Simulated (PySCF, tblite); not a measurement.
# C4H8NO radical: geometry, infrared bands and EPR parameters

Aim: predict the infrared bands and EPR parameters of C4H8NO radical (`C[CH]NC(C)=O`).

Computed with tblite 0.8.0 and PySCF 2.14.0, with density-fitted response routines of our own, on a single molecule in the gas phase. Atoms count from 0, in the outputs and in this text.

## 1. Starting geometry

14 atoms, charge 0, multiplicity 2; geometry from: force field or distance geometry start.

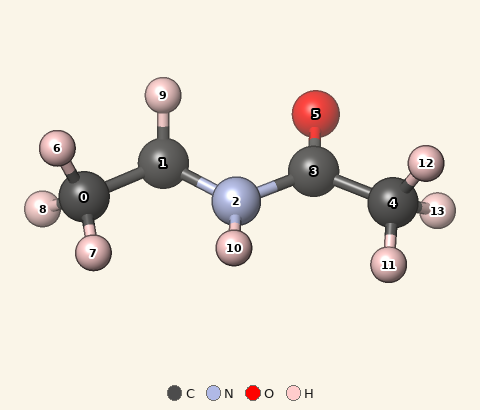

As it starts; carbon dark grey, nitrogen light blue, oxygen red, hydrogen pink, atoms numbered.

## 2. Optimising the geometry with GFN2-xTB

The job: settings as JSON, then the geometry in Å.

```
{"job": {"kind": "relax", "xc": "GFN2-xTB", "basis": "xTB"}, "charge": 0, "multiplicity": 2}
C      2.518300     0.109900    -0.220000
C      1.236900    -0.369600     0.403800
N      0.045400     0.076800    -0.282300
C     -1.206200    -0.354200     0.276100
C     -2.500600     0.005100    -0.289000
O     -1.230800    -1.098200     1.324400
H      2.951000     0.880400     0.461800
H      2.360500     0.569100    -1.208100
H      3.202600    -0.760100    -0.294700
H      1.243500    -0.020700     1.468200
H      0.076100     0.680200    -1.138100
H     -2.437400     0.313300    -1.351600
H     -3.042400     0.824500     0.238100
H     -3.217500    -0.857100    -0.290600
```

Started as:

```sh
> OMP_NUM_THREADS=1 python probes_run.py task.json out
```

This one command runs all jobs of the session in turn.

What it wrote:

```text
step      E/eV     max force
  0    -531.59469    4.442
  1    -532.00506    3.964
  2    -532.22611    1.318
  3    -532.37036    0.896
  4    -532.44717    0.778
  5    -532.50547    0.811
  6    -532.57690    0.673
  7    -532.61926    0.574
  8    -532.65217    0.422
  9    -532.67661    0.394
 10    -532.69393    0.348
 11    -532.70511    0.295
 12    -532.71160    0.197
 13    -532.71581    0.195
 14    -532.71874    0.173
 15    -532.72096    0.111
 16    -532.72303    0.160
 17    -532.72507    0.136
 18    -532.72731    0.130
 19    -532.72898    0.125
 20    -532.73111    0.125
 21    -532.73370    0.190
 22    -532.73697    0.240
 23    -532.74045    0.212
 24    -532.74384    0.164
 25    -532.74724    0.158
 26    -532.75052    0.212
 27    -532.75338    0.202
 28    -532.75568    0.124
 29    -532.75707    0.092
 30    -532.75779    0.057
 31    -532.75828    0.052
 32    -532.75871    0.061
 33    -532.75914    0.058
 34    -532.75960    0.053
 35    -532.76005    0.052
 36    -532.76040    0.053
 37    -532.76062    0.052
 38    -532.76079    0.043
 39    -532.76096    0.030
 40    -532.76114    0.039
 41    -532.76129    0.047
 42    -532.76141    0.040
 43    -532.76157    0.044
 44    -532.76181    0.044
 45    -532.76218    0.051
 46    -532.76264    0.063
 47    -532.76311    0.057
 48    -532.76353    0.050
 49    -532.76390    0.047
 50    -532.76418    0.035
 51    -532.76435    0.029
 52    -532.76444    0.019
 53    -532.76450    0.018
 54    -532.76455    0.016
 55    -532.76459    0.013
 56    -532.76463    0.018
 57    -532.76467    0.022
 58    -532.76473    0.022
 59    -532.76480    0.022
 60    -532.76487    0.019
 61    -532.76493    0.021
 62    -532.76500    0.026
 63    -532.76511    0.039
 64    -532.76528    0.046
 65    -532.76547    0.043
 66    -532.76567    0.044
 67    -532.76586    0.038
 68    -532.76611    0.056
 69    -532.76653    0.071
 70    -532.76710    0.077
 71    -532.76770    0.056
 72    -532.76790    0.157
 73    -532.76854    0.064
 74    -532.76883    0.051
 75    -532.76961    0.082
 76    -532.77006    0.042
 77    -532.77064    0.063
 78    -532.77099    0.043
 79    -532.77119    0.043
 80    -532.77148    0.041
 81    -532.77190    0.043
 82    -532.77216    0.045
 83    -532.77260    0.057
 84    -532.77308    0.062
 85    -532.77380    0.077
 86    -532.77490    0.136
 87    -532.77593    0.082
 88    -532.77665    0.069
 89    -532.77745    0.101
 90    -532.77815    0.077
 91    -532.77899    0.067
 92    -532.78001    0.079
 93    -532.78022    0.101
 94    -532.78056    0.048
 95    -532.78097    0.040
 96    -532.78135    0.044
 97    -532.78159    0.022
 98    -532.78161    0.018
 99    -532.78162    0.008
```

Wall time 0.44 s (1 thread of Arm Neoverse V1, shared host).

Step by step: (not every step is listed)

| step | energy from step 0 (eV) | largest force (eV/Å) |
| --- | --- | --- |
| 0 | 0.0000 | 4.4423 |
| 1 | -0.4104 | 3.9640 |
| 2 | -0.6314 | 1.3180 |
| 3 | -0.7757 | 0.8955 |
| 4 | -0.8525 | 0.7784 |
| 5 | -0.9108 | 0.8114 |
| 6 | -0.9822 | 0.6729 |
| 7 | -1.0246 | 0.5738 |
| 8 | -1.0575 | 0.4223 |
| 16 | -1.1283 | 0.1599 |
| 24 | -1.1491 | 0.1642 |
| 32 | -1.1640 | 0.0615 |
| 40 | -1.1664 | 0.0391 |
| 48 | -1.1688 | 0.0498 |
| 56 | -1.1699 | 0.0176 |
| 64 | -1.1706 | 0.0458 |
| 72 | -1.1732 | 0.1572 |
| 80 | -1.1768 | 0.0409 |
| 88 | -1.1820 | 0.0689 |
| 94 | -1.1859 | 0.0484 |
| 95 | -1.1863 | 0.0402 |
| 96 | -1.1867 | 0.0441 |
| 97 | -1.1869 | 0.0222 |
| 98 | -1.1869 | 0.0176 |
| 99 | -1.1869 | 0.0078 |

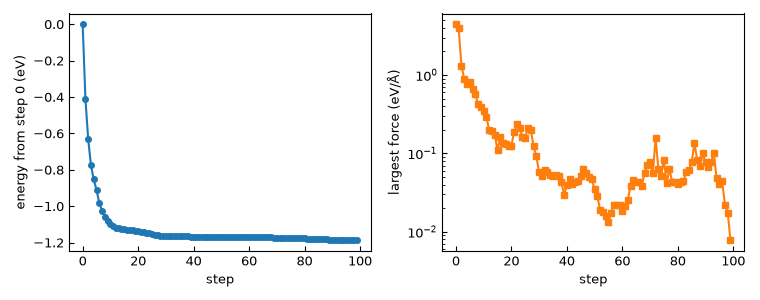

Energy and force, step by step.

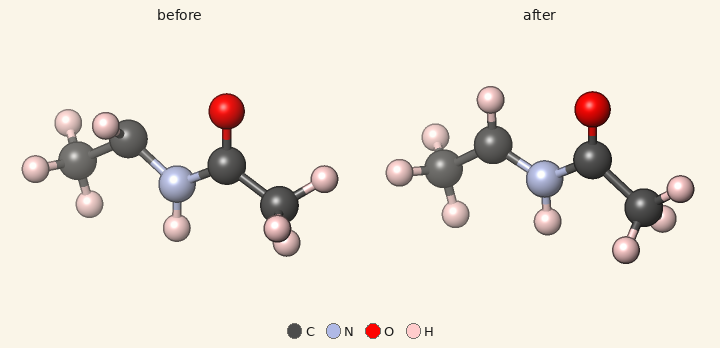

The geometry before (left) and after (right).

Close pairs (by a distance rule), those that changed most:

```
  bond  before (Å)  after (Å)  change (Å)
 C1–N2       1.446      1.359      -0.087
 C3–O5       1.286      1.219      -0.067
 N2–C3       1.437      1.375      -0.062
 C3–C4       1.457      1.512      +0.055
 C1–H9       1.120      1.074      -0.047
C4–H13       1.121      1.086      -0.035
N2–H10       1.048      1.012      -0.035
 C0–C1       1.504      1.477      -0.027
```

The end geometry stands in the next job.

## 3. Infrared spectrum with GFN2-xTB

The job: settings as JSON, then the geometry in Å.

```
{"job": {"kind": "ir", "xc": "GFN2-xTB", "basis": "xTB"}, "charge": 0, "multiplicity": 2}
C      2.431787     0.294134    -0.210977
C      1.201221    -0.227122     0.417550
N     -0.027290     0.027682    -0.104715
C     -1.214935    -0.422324     0.421374
C     -2.420199     0.013708    -0.381599
O     -1.261303    -1.101147     1.432954
H      2.965279     0.967985     0.465567
H      2.203844     0.837321    -1.126676
H      3.121668    -0.518348    -0.452931
H      1.221405    -0.819550     1.312636
H     -0.064180     0.587044    -0.947786
H     -2.345719    -0.342255    -1.408138
H     -2.495901     1.100115    -0.392312
H     -3.316354    -0.397718     0.072988
```

What it wrote:

```text
mode    cm-1     km/mol
  1      32.8      1.57
  2      92.7      0.02
  3     112.9      0.28
  4     167.5      4.00
  5     176.3      0.18
  6     368.9      3.56
  7     418.3      0.66
  8     452.7      2.17
  9     520.5     20.18
 10     622.0     12.00
 11     672.8     91.24
 12     904.4      5.06
 13     972.2     71.71
 14     996.4     19.82
 15    1004.9      4.67
 16    1009.5     17.95
 17    1125.0      5.38
 18    1170.8     25.36
 19    1224.2      9.96
 20    1298.9     83.24
 21    1374.9     18.76
 22    1404.7      0.65
 23    1454.1     38.70
 24    1458.2      5.86
 25    1462.5      8.13
 26    1474.3      9.33
 27    1494.1      1.64
 28    1705.0    520.97
 29    2926.4     24.19
 30    2962.6     45.38
 31    3007.1     24.72
 32    3012.7     14.58
 33    3021.3     33.64
 34    3070.3      6.29
 35    3156.3     12.29
 36    3392.2      3.21
```

Run time: 0.28 s. Hardware: 1 thread of Arm Neoverse V1, shared host.

The strongest bands and the atoms that carry them (share of the mass-weighted mode):

| cm⁻¹ | km/mol | atoms |
| --- | --- | --- |
| 673 | 91.2 | H10 73 %, H9 18 % |
| 972 | 71.7 | C4 23 %, O5 15 %, C3 14 %, H12 11 % |
| 1171 | 25.4 | H9 29 %, C3 22 %, H10 17 % |
| 1299 | 83.2 | H10 36 %, C1 27 %, C3 15 % |
| 1454 | 38.7 | N2 27 %, C1 25 %, H10 13 % |
| 1705 | 521.0 | C3 62 %, O5 32 % |
| 2963 | 45.4 | H8 64 %, H6 31 % |
| 3021 | 33.6 | H7 93 % |

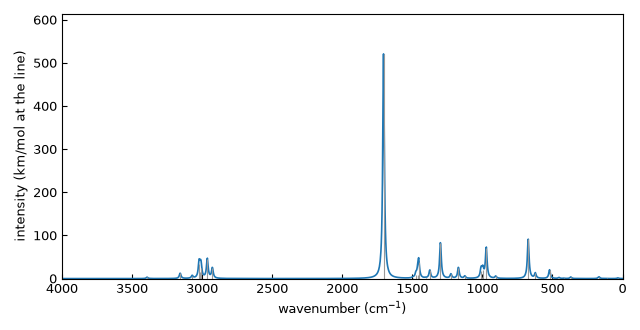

The infrared spectrum from these modes, unscaled. Lines are broadened to a width of 14 cm⁻¹ (Lorentzian).

## 4. EPR parameters: B3LYP/pcH-1

Settings changed since step 3:

```diff
@@ -1,2 +1,2 @@
-{"job": {"kind": "ir", "xc": "GFN2-xTB", "basis": "xTB"}, "charge": 0, "multiplicity": 2}
+{"job": {"kind": "epr", "basis": "pcH-1"}, "charge": 0, "multiplicity": 2}
 C      2.431787     0.294134    -0.210977
```

Level: UKS B3LYP, pcH-1 on C H N O, non-relativistic, mean-field spin-orbit, GIAO.

What it wrote:

```text
UKS, coarse grid
  cycle   1  E = -287.03341561  |g| = 6.60e-01
  cycle   2  E = -286.22836076  |g| = 1.53e+00
  cycle   3  E = -287.19770607  |g| = 1.73e-01
  cycle   4  E = -287.20948825  |g| = 8.51e-02
  cycle   5  E = -287.21256908  |g| = 1.84e-02
  cycle   6  E = -287.21270683  |g| = 9.38e-03
  cycle   7  E = -287.21275570  |g| = 2.03e-03
  cycle   8  E = -287.21276144  |g| = 1.21e-03
  cycle   9  E = -287.21276194  |g| = 3.14e-04
UKS, final grid
  cycle   1  E = -287.21275600  |g| = 4.74e-04
  cycle   2  E = -287.21275572  |g| = 1.01e-03
  cycle   3  E = -287.21275611  |g| = 9.29e-05
  cycle   4  E = -287.21275612  |g| = 4.12e-05
  cycle   5  E = -287.21275612  |g| = 2.41e-05
E = -287.21275612 Eh   <S^2> = 0.7553 (exact 0.7500)
g shifts (ppm)      1          2          3
  rmc          -173       -173       -173
  gc             -3         40         33
  oz_so          -6        942       1323
  total        -182        810       1183
hyperfine (MHz)  atom isotope    a_iso     a_fc   dipolar eigenvalues
    0   13C     -31.22     -31.22     -1.86      0.20      1.66
    1   13C      74.80      74.80    -72.17    -70.62    142.79
    2   14N      -4.47      -4.47     -4.23     -3.29      7.52
    3   13C       3.59       3.59     -8.23     -6.61     14.84
    4   13C      -5.19      -5.19     -0.69      0.21      0.48
    5   17O      -7.22      -7.22    -32.38     15.72     16.67
    6    1H     100.18     100.18     -4.57     -3.46      8.03
    7    1H       2.72       2.72     -4.11     -3.30      7.40
    8    1H      90.61      90.61     -4.49     -3.62      8.11
    9    1H     -58.38     -58.38    -32.63     -0.01     32.64
   10    1H      -5.66      -5.66     -4.89     -4.77      9.66
   11    1H      12.52      12.52     -1.90     -1.28      3.17
   12    1H      13.61      13.61     -1.89     -1.25      3.14
   13    1H      -0.51      -0.51     -1.33     -1.17      2.50
```

It took 38 s on 1 thread of Arm Neoverse V1, shared host; peak memory 0.88 GiB.

Principal g values 2.00214, 2.00313, 2.00350; g(iso) = 2.00292, against 2.00232 for a free electron.

Hyperfine couplings; where a row names several nuclei, a(iso) is their mean (it holds for fast rotation or exchange) and the dipolar term the largest among them:

```
       nuclei  isotope  a(iso) (MHz)  a(iso) (G, at g = 2.0023)  largest dipolar term (MHz)
           C1      13C          74.8                       26.7                       142.8
   H6, H7, H8       1H          64.5                       23.0                         8.1
           H9       1H         -58.4                      -20.8                        32.6
           C0      13C         -31.2                      -11.1                        -1.9
H11, H12, H13       1H           8.5                        3.0                         3.2
           O5      17O          -7.2                       -2.6                       -32.4
          H10       1H          -5.7                       -2.0                         9.7
           C4      13C          -5.2                       -1.9                        -0.7
           N2      14N          -4.5                       -1.6                         7.5
           C3      13C           3.6                        1.3                        14.8
```

Mulliken spin populations:

C0 -0.08; C1 0.86; N2 0.01; C3 0.07; C4 -0.01; O5 0.10; H6 0.04; H7 0.00; H8 0.03; H9 -0.04; H10 0.00; H11 0.00; H12 0.00; H13 0.00

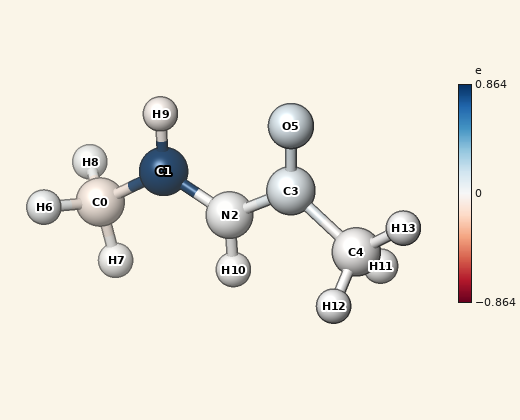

Mulliken spin populations, as colours on the atoms.

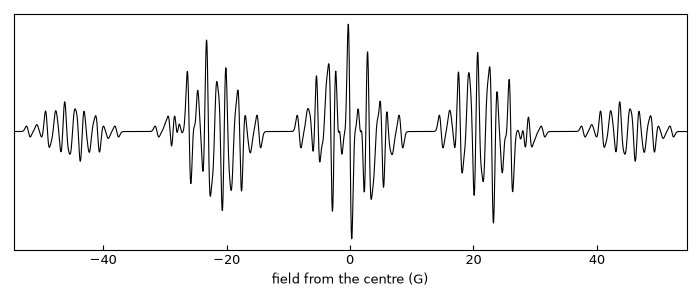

First-order isotropic spectrum (first derivative, main isotopes with spin only, couplings over 0.8 MHz, Gaussian width 0.3 G; couplings of the frozen geometry, rotation of groups not averaged beyond the rows shown).

The fields below are evaluated on a grid from the run's orbitals.

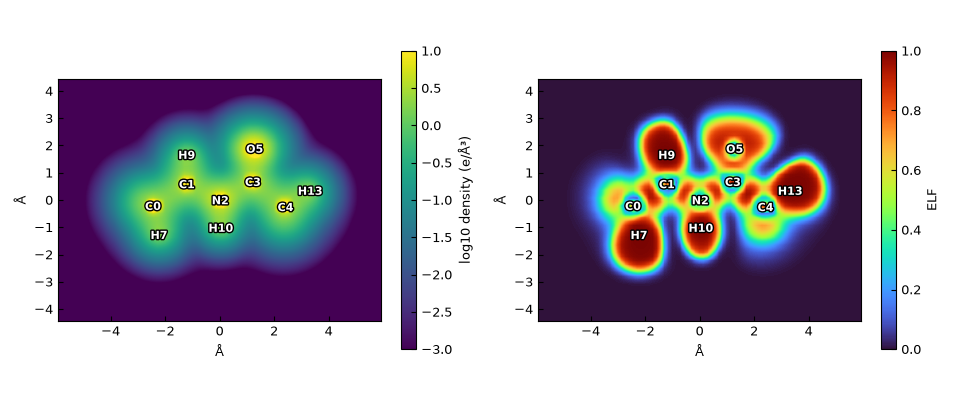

Density (left) and ELF (right) in a plane through or near 10 of the atoms.

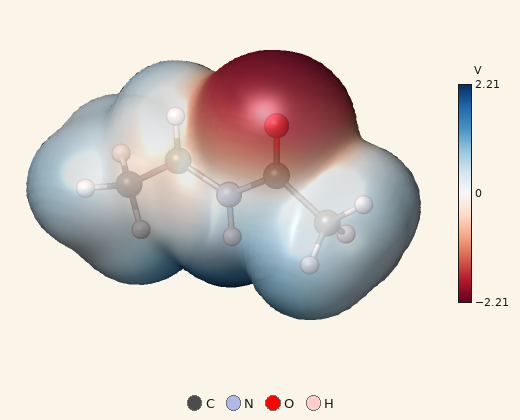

The potential that a unit positive charge feels on the 0.002 e/bohr³ surface, from -2.08 V near O5 to 2.21 V near H10.

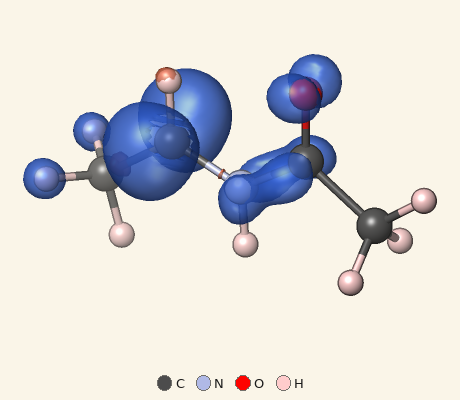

Spin density at ±0.04 e/Å³ (alpha excess blue, beta excess red).

## 5. What came out

| quantity | value |
| --- | --- |
| strongest single infrared mode (GFN2-xTB) | 1705 cm⁻¹, 521 km/mol |
| zero-point energy (GFN2-xTB) | 71.1 kcal/mol |
| g(iso) (B3LYP) | 2.00292 |
| ⟨S²⟩ | 0.755 (exact 0.75) |
| largest a(iso) (averaged by class) | 13C on C1, 74.8 MHz |
| surface potential, least and greatest | -2.08 V and 2.21 V |

**Reading.** Over 99 steps the energy fell by 1.187 eV; of the close pairs, C1–N2 changed most, 1.446 to 1.359 Å. No mode is imaginary among the 36: a minimum at this level. The strongest single mode, at 1705 cm⁻¹, moves mainly C3 and O5. GFN2-xTB is a fitted tight-binding method: band positions and strengths are rough. Its intensities can rank the bands wrongly. C1 carries the largest spin population, 0.86 e. The isotropic g lies 0.6 ppt above the free-electron value.
